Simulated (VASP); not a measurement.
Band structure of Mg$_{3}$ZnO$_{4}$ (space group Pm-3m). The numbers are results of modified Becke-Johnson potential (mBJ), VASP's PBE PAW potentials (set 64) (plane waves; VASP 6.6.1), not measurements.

mBJ is a potential without an energy functional, so only the levels count.

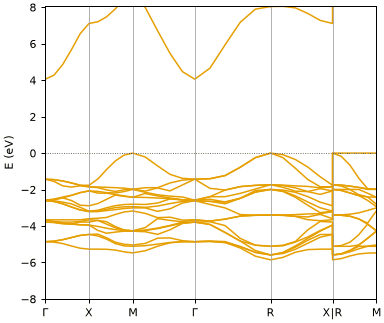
Figure. Bands along high-symmetry lines, zero at the valence-band maximum or, without a gap, the Fermi level

Read the plot: is there a gap, and where are the band edges?

The gap is indirect, 4.05 eV, from the valence maximum at M to the conduction minimum at Γ.

The structure comes from a computed database's Mg3ZnO4 entry (Pm-3m); how it stands against other phases isn't given here. It was relaxed first. The cell's shape comes from a PBE relaxation.
